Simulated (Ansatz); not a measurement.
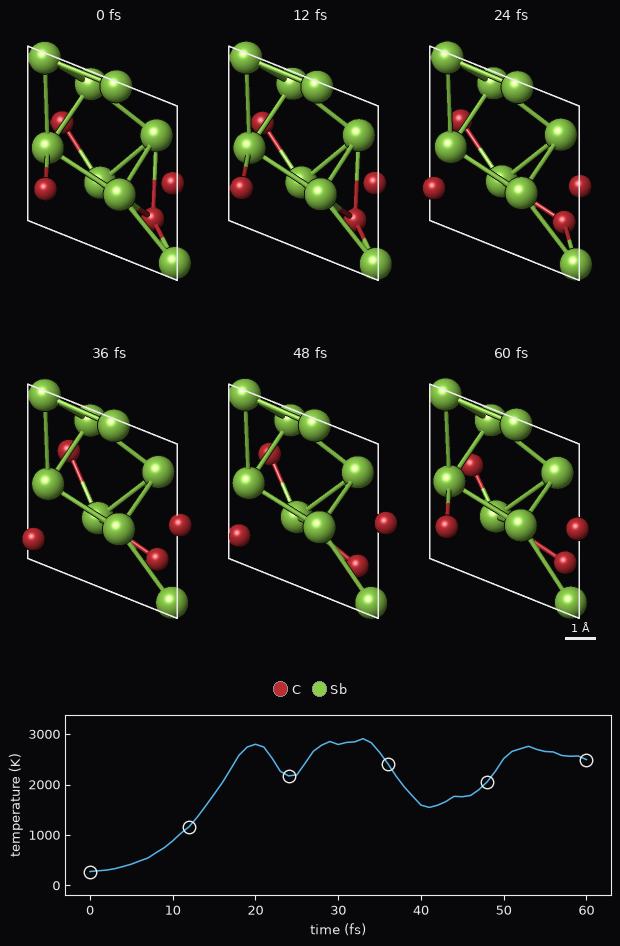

Molecular dynamics of an amorphous cell of composition Sb2C (12 atoms in the cell), 60 fs long. Frames and the history of the run. The picture is a ball-and-stick view of the simulation cell, seen along the c axis. Bonds to atoms that aren't drawn are left out.

Theory: DFT, PAW plane waves, PBE (Ansatz 0.2.0). Settings: plane-wave cutoff 420 eV; k-point mesh 3 × 3 × 2; cold smearing 0.15 eV; Langevin thermostat (NVT); set temperature 300 K; time step 1 fs.

> What happens in this trajectory?

Root-mean-square distances from the starting positions over the second half, with the common drift of all atoms taken out: C 0.80 Å, Sb 0.17 Å. The run lasts only 60 fs, too short to tell vibration from diffusion. The mean temperature in the second half is 2319 K (standard deviation 450 K). That is above the set 300 K, because the structure releases potential energy faster than the thermostat removes it. The potential energy is still drifting at the end, so the run hasn't reached equilibrium. The potential energy in the second half lies on average 434 meV per atom below the first frame.

Limits of the set-up: the k-point mesh is coarse for a cell with partly filled bands; the periodic images lie only 5.8 Å apart, so the values are limited by the cell's size.

Cost: 12 min on 2 threads of Arm Neoverse N1, with other jobs on the host, peak memory 0.65 GiB.
